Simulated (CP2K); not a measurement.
# CH4BFO2 (SMILES COB(O)F): revPBE-D3(BJ)/TZV2P-MOLOPT-PBE-GTH (core potential)

Aim: the energy change on altering one bond length of CH4BFO2 at revPBE-D3(BJ)/TZV2P-MOLOPT-PBE-GTH (core potential), from 2 runs. 

The calculation is run with CP2K 2026.2.

**1. The system as given**

The species is CH4BFO2 (9 atoms), meant as a singlet with charge 0. SMILES: `COB(O)F`. The coordinates come from a PBE0-D4/def2-TZVP relaxation. This is one conformer, not always the lowest.

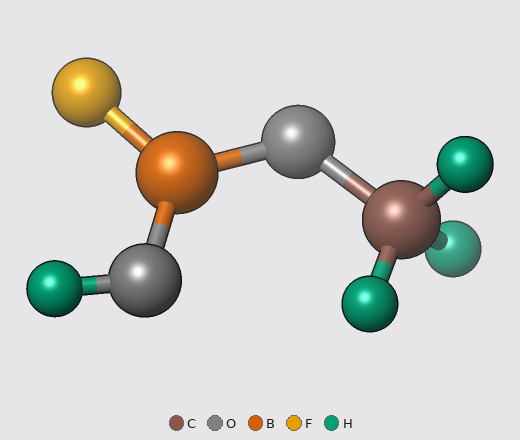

Viewed from a chosen angle; carbon brown, oxygen grey, boron orange, fluorine amber, hydrogen teal.

**2. The energy at revPBE-D3(BJ)/TZV2P-MOLOPT-PBE-GTH (core potential)**

calc.inp reads:

```
&FORCE_EVAL
  METHOD Quickstep
  &DFT
    BASIS_SET_FILE_NAME BASIS_MOLOPT_UZH
    POTENTIAL_FILE_NAME POTENTIAL_UZH
    ! Quickstep
    &QS
      METHOD GPW
      EPS_DEFAULT 1.0E-10
    &END
    &MGRID
      CUTOFF 400
      REL_CUTOFF 50
      NGRIDS 4
    &END
    ! isolated system
    &POISSON
      PERIODIC NONE
      POISSON_SOLVER MULTIPOLE
    &END
    &SCF
      SCF_GUESS ATOMIC
      EPS_SCF 1.0E-06
      MAX_SCF 40
      &OT
        MINIMIZER DIIS
        PRECONDITIONER FULL_SINGLE_INVERSE
      &END
      &OUTER_SCF
        EPS_SCF 1.0E-06
        MAX_SCF 10
      &END
    &END
    &XC
      &XC_FUNCTIONAL
        &PBE
          PARAMETRIZATION REVPBE
        &END
      &END
      &VDW_POTENTIAL
        POTENTIAL_TYPE PAIR_POTENTIAL
        &PAIR_POTENTIAL
          TYPE DFTD3(BJ)
          PARAMETER_FILE_NAME dftd3.dat
          REFERENCE_FUNCTIONAL revPBE
          R_CUTOFF 15
        &END
      &END
    &END
    &PRINT
      &MOMENTS
        PERIODIC F
        REFERENCE COM
        MAX_MOMENT 1
      &END
      &MO_CUBES
        NLUMO 5
        NHOMO -1
        WRITE_CUBE F
      &END
      &HIRSHFELD OFF
      &END
    &END
  &END
  ! structure
  &SUBSYS
    &CELL
      ABC 10.3 10 11
      PERIODIC NONE
    &END
    &COORD
      SCALED T
      C    0.44345631   0.55728500   0.36725000
      O    0.45921359   0.57711500   0.49365909
      B    0.53760194   0.49964500   0.56137727
      O    0.60750485   0.39672500   0.51366818
      F    0.54547573   0.52692500   0.68008636
      H    0.34130097   0.53667500   0.34856818
      H    0.50254369   0.47438500   0.33404091
      H    0.47124272   0.64885500   0.31991364
      H    0.65869903   0.35114500   0.57360455
    &END
    &KIND C
      BASIS_SET TZV2P-MOLOPT-PBE-GTH-q4
      POTENTIAL GTH-PBE-q4
    &END
    &KIND O
      BASIS_SET TZV2P-MOLOPT-PBE-GTH-q6
      POTENTIAL GTH-PBE-q6
    &END
    &KIND B
      BASIS_SET TZV2P-MOLOPT-PBE-GTH-q3
      POTENTIAL GTH-PBE-q3
    &END
    &KIND F
      BASIS_SET TZV2P-MOLOPT-PBE-GTH-q7
      POTENTIAL GTH-PBE-q7
    &END
    &KIND H
      BASIS_SET TZV2P-MOLOPT-PBE-GTH-q1
      POTENTIAL GTH-PBE-q1
    &END
  &END
&END
&GLOBAL
  PROJECT_NAME calc
  RUN_TYPE ENERGY
  PRINT_LEVEL MEDIUM
&END
```

Run with:

```sh
$ OMP_NUM_THREADS=1 cp2k.psmp -i calc.inp -o calc.out
```

Standard output:

```text
CP2K| version string:                                       CP2K version 2026.2
[...]
 GLOBAL| Method name                                                        CP2K
[...]
 GLOBAL| Run type                                                         ENERGY
[...]
 DFT| Spin restricted Kohn-Sham (RKS) calculation                            RKS
 DFT| Multiplicity                                                             1
[...]
 DFT| Charge                                                                   0
[...]
 FUNCTIONAL| PBE:
[...]
 QS| Method:                                                                 GPW
[...]
 QS| Density cutoff [a.u.]:                                                200.0
[...]
 QS| Relative density cutoff [a.u.]:                                        25.0
[...]
                             - Atoms:                                          9
[...]
                             - Spherical basis functions:                    201
[...]
 Number of electrons:                                                         30
[...]
     1 OT DIIS     0.80E-01    1.3     0.11710877       -63.8291326896 -6.38E+01
[...]
    34 OT DIIS     0.80E-01    1.4     0.00000096       -67.4167254158 -7.45E-10
  *** SCF run converged in    34 steps ***
[...]
  Overlap energy of the core charge distribution:               0.00000364161317
  Self energy of the core charge distribution:               -172.44794610674080
  Core Hamiltonian energy:                                     50.51352640989886
  Hartree energy:                                              70.66565153423980
  Exchange-correlation energy:                                -16.13582391764703
  Dispersion energy:                                           -0.01213697716533
  Total energy:                                               -67.41672541580134
[...]
                     Mulliken Population Analysis
 #  Atom  Element  Kind  Atomic population                           Net charge
       1     C        1          3.653712                              0.346288
       2     O        2          6.513685                             -0.513685
       3     B        3          2.160981                              0.839019
       4     O        2          6.385637                             -0.385637
       5     F        4          7.314413                             -0.314413
       6     H        5          0.993288                              0.006712
       7     H        5          1.039993                             -0.039993
       8     H        5          0.993844                              0.006156
       9     H        5          0.944448                              0.055552
 # Total charge                             30.000000                  0.000000
[...]
  Dipole moment [Debye]
    X=  0.5633449E+00 Y= -0.1033519E+01 Z= -0.1193990E+01  Total=      1.6766424
[...]
 HOMO - LUMO gap [eV] :    7.371987
 ENERGY| Total FORCE_EVAL ( QS ) energy [hartree]            -67.416725415801338
[...]
```

It took 49 s on 1 thread of Arm Neoverse V2, shared host; peak memory 0.87 GiB.

**3. The distorted shape**

calc.inp reads:

```
&global
  project calc
  run_type ENERGY
  print_level MEDIUM
&end global

&force_eval
  method Quickstep
  &dft
    basis_set_file_name BASIS_MOLOPT_UZH
    potential_file_name POTENTIAL_UZH
    # Quickstep
    &qs
      method GPW
      eps_default 1.0E-10
    &end qs
    # real-space grids
    &mgrid
      cutoff 400
      rel_cutoff 50
      ngrids 4
    &end mgrid
    # isolated system
    &poisson
      periodic NONE
      poisson_solver MULTIPOLE
    &end poisson
    &scf
      scf_guess ATOMIC
      eps_scf 1.0E-06
      max_scf 80
      added_mos 3
      &diagonalization
        algorithm STANDARD
      &end diagonalization
      &mixing
        method BROYDEN_MIXING
        alpha 0.2
        nbuffer 4
      &end mixing
    &end scf
    # functional
    &xc
      &xc_functional
        &pbe
          parametrization REVPBE
        &end pbe
      &end xc_functional
      &vdw_potential
        potential_type PAIR_POTENTIAL
        &pair_potential
          type DFTD3(BJ)
          parameter_file_name dftd3.dat
          reference_functional revPBE
          r_cutoff 15
        &end pair_potential
      &end vdw_potential
    &end xc
    &print
      &moments
        periodic F
        reference COM
        max_moment 1
      &end moments
      &mo ON
        energies T
        occupation_numbers T
        ndigits 6
        &each
          qs_scf 0
        &end each
        add_last NUMERIC
      &end mo
      &hirshfeld OFF
      &end hirshfeld
    &end print
  &end dft
  # atoms, cell and kinds
  &subsys
    # vacuum box
    &cell
      abc 10.3 10 12
      periodic NONE
    &end cell
    &coord
      UNIT bohr
      C     -1.3496027     0.5160162    -4.0261031
      O     -1.0429002     0.8907489    -1.3984389
      B      0.4828647    -0.5732220     0.0092181
      O      1.8434675    -2.5181281    -0.9825102
      F      0.7587250     0.3547016     4.4508719
      H     -3.3379725     0.1265436    -4.4144418
      H     -0.1995154    -1.0505668    -4.7164200
      H     -0.8087631     2.2464384    -5.0100835
      H      2.8399201    -3.3794653     0.2633862
    &end coord
    &topology
      &center_coordinates
      &end center_coordinates
    &end topology
    &kind C
      basis_set TZV2P-MOLOPT-PBE-GTH-q4
      potential GTH-PBE-q4
    &end kind
    &kind O
      basis_set TZV2P-MOLOPT-PBE-GTH-q6
      potential GTH-PBE-q6
    &end kind
    &kind B
      basis_set TZV2P-MOLOPT-PBE-GTH-q3
      potential GTH-PBE-q3
    &end kind
    &kind F
      basis_set TZV2P-MOLOPT-PBE-GTH-q7
      potential GTH-PBE-q7
    &end kind
    &kind H
      basis_set TZV2P-MOLOPT-PBE-GTH-q1
      potential GTH-PBE-q1
    &end kind
  &end subsys
&end force_eval
```

Run with:

```sh
$ OMP_NUM_THREADS=1 cp2k.psmp -i calc.inp > calc.out 2>&1
```

Standard output (excerpt; [...] marks lines left out):

```text
CP2K| version string:                                       CP2K version 2026.2
[...]
 GLOBAL| Method name                                                        CP2K
[...]
 GLOBAL| Run type                                                         ENERGY
[...]
 DFT| Spin restricted Kohn-Sham (RKS) calculation                            RKS
 DFT| Multiplicity                                                             1
[...]
 DFT| Charge                                                                   0
[...]
 FUNCTIONAL| PBE:
[...]
 QS| Method:                                                                 GPW
[...]
 QS| Density cutoff [a.u.]:                                                200.0
[...]
 QS| Relative density cutoff [a.u.]:                                        25.0
[...]
                             - Atoms:                                          9
[...]
                             - Spherical basis functions:                    201
[...]
 Number of electrons:                                                         30
[...]
     1 NoMix/Diag. 0.20E+00    1.3     1.43464937       -66.8363058998 -6.68E+01
[...]
    40 Broy./Diag. 0.20E+00    1.7     0.00000058       -67.2671513629 -1.95E-06
  *** SCF run converged in    40 steps ***
[...]
  Overlap energy of the core charge distribution:               0.00000295099776
  Self energy of the core charge distribution:               -172.44794610674080
  Core Hamiltonian energy:                                     49.86722585261960
  Hartree energy:                                              71.24522837207294
  Exchange-correlation energy:                                -15.91916725349817
  Dispersion energy:                                           -0.01249517835779
  Total energy:                                               -67.26715136290647
[...]
                     Mulliken Population Analysis
 #  Atom  Element  Kind  Atomic population                           Net charge
       1     C        1          3.649130                              0.350870
       2     O        2          6.458848                             -0.458848
       3     B        3          2.158626                              0.841374
[...]
  Dipole moment [Debye]
    X=  0.2290241E+00 Y= -0.2024604E+01 Z= -0.6057770E+01  Total=      6.3912475
 ENERGY| Total FORCE_EVAL ( QS ) energy [hartree]            -67.267151362906475
[...]
```

It took 68 s on 1 thread of Arm Neoverse V2, shared host; peak memory 1.4 GiB.

**4. What came out**

Level: revPBE-D3(BJ)/TZV2P-MOLOPT-PBE-GTH (core potential).

| quantity | value |
| --- | --- |
| first shape: total energy | -67.41673 Eh |
| first shape: dipole moment | 1.68 D |
| first shape: HOMO energy | -7.18 eV |
| first shape: LUMO energy | 0.19 eV |
| first shape: HOMO–LUMO gap | 7.37 eV |
| first shape: dispersion energy | -31.87 kJ/mol |
| distorted shape: total energy | -67.26715 Eh |
| distorted shape: dipole moment | 6.39 D |
| distorted shape: HOMO energy | -6.26 eV |
| distorted shape: LUMO energy | -3.75 eV |
| distorted shape: HOMO–LUMO gap | 2.51 eV |
| distorted shape: dispersion energy | -32.81 kJ/mol |
| energy change with the B3–F5 bond stretched from 1.336 to 2.406 Å | 4.070 eV |

**Reading.** With the B3–F5 bond stretched from 1.336 to 2.406 Å the energy rises by 4.07 eV (393 kJ/mol). The first shape isn't relaxed at this level, so the change isn't measured from a minimum.
